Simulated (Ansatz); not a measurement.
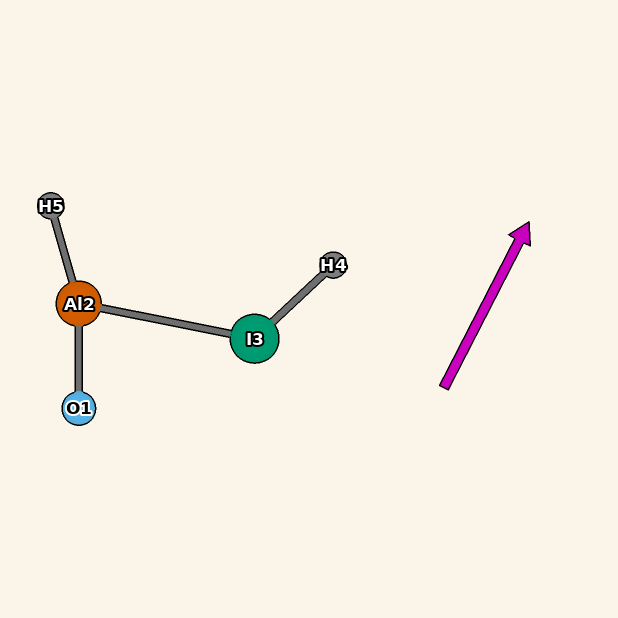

The arrow beside the molecule shows the direction of the dipole moment, from the negative to the positive end (its length means nothing). The geometry was computed by an optimisation with PBE0-D4/def2-TZVP. No frequency run is at hand to confirm it as a minimum. Method: RKS PBE0-D4/def2-TZVP, core potentials on I (Ansatz 0.2.0).

### Estimate the dipole moment.

4.65 D; it points from the side of O1 to the side of H4 (the outermost atoms at the two ends).
